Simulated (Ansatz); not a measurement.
**CH5B2NS: Born-Oppenheimer dynamics**

Aim: follow CH5B2NS for 20 steps with a Langevin thermostat (700 K) and see how far bonds stretch and how energy moves between motion and potential.

Method: BLYP/6-31G* with D3(BJ) with three-body dispersion; program: Ansatz 0.2.0, Gaussian basis.

### Step 1. The relaxed structure

An earlier PBE0-D4 in a triple-zeta def2 set relaxation fixed the geometry.

SMILES `BNBC=S`, 10 atoms, charge 0, spin multiplicity 1.

Atoms are counted from 1 here; the program's logs count them from 0.

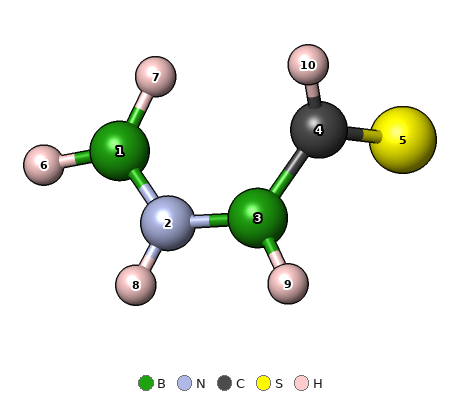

The structure; boron green, nitrogen light blue, carbon dark grey, sulfur yellow, hydrogen pink; atoms are numbered from 1 in the order of the file.

### Step 2. Dynamics

in.yaml reads:

```yaml
crystal:
  periodic: [false, false, false]
  atoms:
    - {symbol: B, position_ang: [-1.500424, -0.464992, 0.401704]}
    - {symbol: N, position_ang: [-0.147768, -0.763634, 0.687059]}
    - {symbol: B, position_ang: [0.997433, -0.064660, 0.214603]}
    - {symbol: C, position_ang: [0.881852, 1.086851, -0.826708]}
    - {symbol: S, position_ang: [1.335943, 0.672573, -2.320866]}
    - {symbol: H, position_ang: [-2.365873, -1.134860, 0.882413]}
    - {symbol: H, position_ang: [-1.746643, 0.461973, -0.310997]}
    - {symbol: H, position_ang: [0.032592, -1.548215, 1.297553]}
    - {symbol: H, position_ang: [2.083250, -0.390186, 0.597798]}
    - {symbol: H, position_ang: [0.512839, 2.093952, -0.619661]}
basis:
  gaussian: {orbitals: "6-31G*"}
hamiltonian: {xc: {name: BLYP}, dispersion: d3bjatm}
md: {timestep: 1 fs, n_steps: 20, ensemble: nvt_langevin, temperature: 700, initial_velocities: maxwell_boltzmann, friction: 0.01, seed: 575}
```

Started as:

```bash
ansatz run in.yaml --threads 2 --pin off --events-out ev --progress --plain --max-ram 4352MiB
```

The program printed (excerpt; [...] marks lines left out):

```text
Functional definition: BLYP
  name "BLYP"
  cite "Becke, Phys. Rev. A 38, 3098 (1988) doi:10.1103/PhysRevA.38.3098"
  cite "Lee, Yang & Parr, Phys. Rev. B 37, 785 (1988) doi:10.1103/PhysRevB.37.785"
[...]
1059 factors; their error is unknown
[...]
mean field -14794.63226026 eV, -543.6927074025 hartree, gradient 5.4e-5 eV, S^2 0.000000; 0 other end points of the search recorded, 0 dependent functions left out
[...]
reference -14794.63259482 eV, -543.6927196975 hartree; 22, 22 occupied and 67, 67 virtual orbitals, 1059 factors
md step     0: t =     0.00 fs  T =   630.0 K  F+E_penalty+E_count = -14795.10773532 eV  E_kin = 0.814338 eV  (29 SCF iters)
[...]
md step     5: t =     5.00 fs  T =   384.8 K  F+E_penalty+E_count = -14794.73118037 eV  E_kin = 0.497413 eV  (33 SCF iters, 3 dispersion substeps)
[...]
md step    10: t =    10.00 fs  T =   285.1 K  F+E_penalty+E_count = -14794.50886055 eV  E_kin = 0.368489 eV  (33 SCF iters, 3 dispersion substeps)
[...]
md step    15: t =    15.00 fs  T =   578.1 K  F+E_penalty+E_count = -14794.76179391 eV  E_kin = 0.747206 eV  (30 SCF iters, 3 dispersion substeps)
[...]
md step    19: t =    19.00 fs  T =   664.8 K  F+E_penalty+E_count = -14794.78632281 eV  E_kin = 0.859328 eV  (31 SCF iters, 3 dispersion substeps)
[...]
md step    20: t =    20.00 fs  T =   629.2 K  F+E_penalty+E_count = -14794.75218147 eV  E_kin = 0.813253 eV  (31 SCF iters, 3 dispersion substeps)
Total energy: -14794.75251618 eV, -543.6971267262 hartree
Atom 0 at    -1.505272    -0.431929     0.276746 Å, force     0.534554    -0.738006     1.105706 eV/Å
Atom 1 at    -0.089325    -0.839484     0.599503 Å, force    -2.007615     0.301400     0.304858 eV/Å
Atom 2 at     0.997194    -0.005809     0.260289 Å, force     1.022648     0.379372    -0.183906 eV/Å
Atom 3 at     0.788612     1.028189    -0.869089 Å, force     0.358121    -0.197912     0.044923 eV/Å
Atom 4 at     1.460543     0.649913    -2.322829 Å, force    -0.010134     0.151201    -0.208160 eV/Å
Atom 5 at    -2.461313    -0.900019     0.888147 Å, force     0.693772    -0.200361    -0.131646 eV/Å
Atom 6 at    -1.860586     0.446522    -0.483852 Å, force     0.840556    -0.256982    -0.043223 eV/Å
Atom 7 at     0.136739    -1.493377     1.372143 Å, force    -0.696538     0.066935    -0.439368 eV/Å
Atom 8 at     2.088516    -0.036073     0.813043 Å, force    -0.475951    -0.255095    -0.079682 eV/Å
Atom 9 at     0.196713     1.913162    -0.663249 Å, force    -0.259413     0.749448    -0.369502 eV/Å
Dipole moment:    -0.160463    -0.094020     0.523257 e Å
```

Run time: 29 s. Hardware: 2 threads of Arm Neoverse V2, shared host.

### Step 3. The trajectory

Step by step, with energies from the first frame:

| time (fs) | T (K) | potential (meV) | B1–N2 (Å) |
| --- | --- | --- | --- |
| 0.0 | 630 | 0.0 | 1.414 |
| 1.0 | 587 | 30.1 | 1.404 |
| 2.0 | 559 | 109.5 | 1.396 |
| 3.0 | 508 | 196.6 | 1.389 |
| 4.0 | 431 | 285.9 | 1.384 |
| 5.0 | 385 | 376.6 | 1.379 |
| 6.0 | 314 | 459.1 | 1.375 |
| 7.0 | 278 | 526.3 | 1.375 |
| 8.0 | 242 | 576.9 | 1.379 |
| 9.0 | 235 | 614.7 | 1.386 |
| 10.0 | 285 | 598.9 | 1.395 |
| 11.0 | 330 | 532.9 | 1.406 |
| 12.0 | 358 | 461.4 | 1.418 |
| 13.0 | 427 | 396.8 | 1.430 |
| 14.0 | 514 | 353.4 | 1.441 |
| 15.0 | 578 | 345.9 | 1.452 |
| 16.0 | 575 | 353.5 | 1.464 |
| 17.0 | 630 | 351.3 | 1.476 |
| 18.0 | 633 | 333.2 | 1.487 |
| 19.0 | 665 | 321.4 | 1.498 |
| 20.0 | 629 | 355.6 | 1.508 |

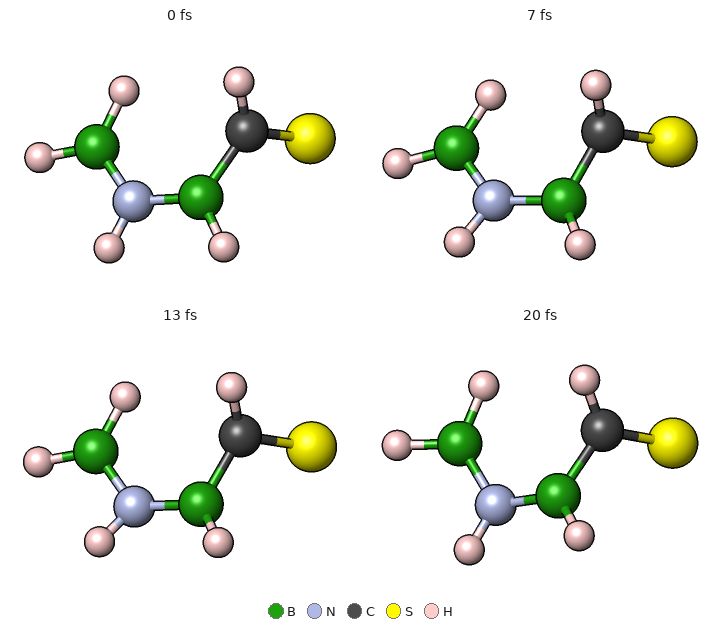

Four frames; sticks are those of the first frame.

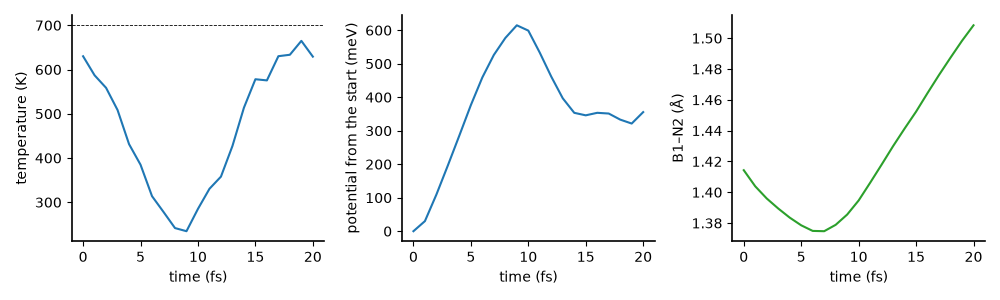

Temperature (the set value dashed), potential energy and the bond that swings most.

Positions (Å) and forces (eV/Å) at 20.0 fs:

```xyz
10

B    -1.505   -0.432    0.277    0.535   -0.738    1.106
N    -0.089   -0.839    0.600   -2.008    0.301    0.305
B     0.997   -0.006    0.260    1.023    0.379   -0.184
C     0.789    1.028   -0.869    0.358   -0.198    0.045
S     1.461    0.650   -2.323   -0.010    0.151   -0.208
H    -2.461   -0.900    0.888    0.694   -0.200   -0.132
H    -1.861    0.447   -0.484    0.841   -0.257   -0.043
H     0.137   -1.493    1.372   -0.697    0.067   -0.439
H     2.089   -0.036    0.813   -0.476   -0.255   -0.080
H     0.197    1.913   -0.663   -0.259    0.749   -0.370
```

### Step 4. What came out

| quantity | value |
| --- | --- |
| length | 20 steps of 1.0 fs |
| temperature, first and last frame | 630, 629 K |
| temperature, second half | mean 511 K, from 285 to 665 K |
| swing of the potential | 615 meV |
| range of B1–N2 | 1.375 to 1.508 Å |

What this shows: The temperature starts at 630 K and ranges from 235 to 665 K; in so small a system it swings widely. B1–N2 swings most, by 0.13 Å; no bond breaks. A run of 20 fs gives no averages.
